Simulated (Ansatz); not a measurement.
Input

```
crystal:
  periodic: [false, false, false]
  atoms:
    - { symbol: C, position_ang: [0.6171, -1.6726, 0.0296] }
    - { symbol: "N", position_ang: [0.6985, -0.4301, 0.4616] }
    - { symbol: Si, position_ang: [-0.2627, 0.7911, -0.3631] }
    - { symbol: F, position_ang: [-1.5621, 0.1495, -0.7503] }
    - { symbol: S, position_ang: [-0.5292, 2.3808, 0.9945] }
    - { symbol: Br, position_ang: [0.8354, 1.4768, -2.1508] }
    - { symbol: H, position_ang: [-0.055, -1.9323, -0.8198] }
    - { symbol: H, position_ang: [1.1779, -2.4238, 0.4909] }
    - { symbol: H, position_ang: [-0.8315, 1.6143, 2.0901] }
basis:
  gaussian: { orbitals: def2-SVP }
hamiltonian:
  xc: pbe0
  dispersion: d4
relax:
  f_tol: 0.02
  max_steps: 50
output:
  orbitals: {}
```

Run with:

```sh
ansatz run input.yaml --threads 2 --pin off --max-ram 3072MiB --backend cpu --events-out ev --progress --plain --runs-dir out
```

The fields are those of the run's last geometry, not of the input's.

These are results of Ansatz, RKS PBE0-D4/def2-SVP, not measurements.

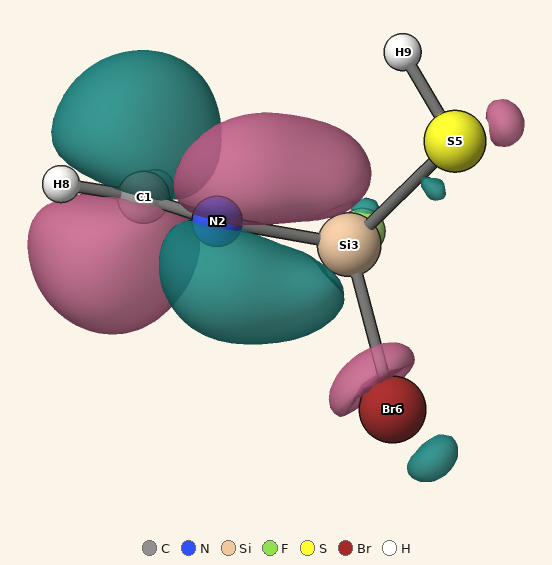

CH$_{3}$BrFNSSi. One frontier orbital at ±0.1 Å⁻³ᐟ² (teal and pink are the two phases), seen at a tilt.

Question: Which orbital is it: HOMO or LUMO?

Answer: The LUMO, at −1.54 eV. It lies mainly on C1 (about 45 %), N2 (about 30 %) and Si3 (about 10 %); π-antibonding (π*) across C1–N2.
